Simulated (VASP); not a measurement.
Band structure of AlCr₂ (space group Fmmm). Computed with PBEsol GGA, VASP's PBE PAW potentials (set 64) (plane waves; VASP).

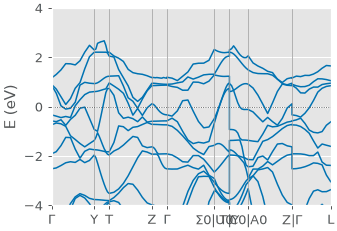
Figure: Bands along high-symmetry lines, zero at the valence-band maximum or, without a gap, the Fermi level

Problem. Read the plot: is there a gap, and where are the band edges?

Solution. It has no gap at this level: it comes out as a metal or semimetal. (Edges off the drawn lines would not show.)

The structure comes from a computed database's AlCr2 entry (Fmmm); how it stands against other phases isn't given here. It was relaxed first. The run is not spin-polarised, so no magnetic state was tried. The electron count is odd and the run is not spin-polarised, which forces a metal.
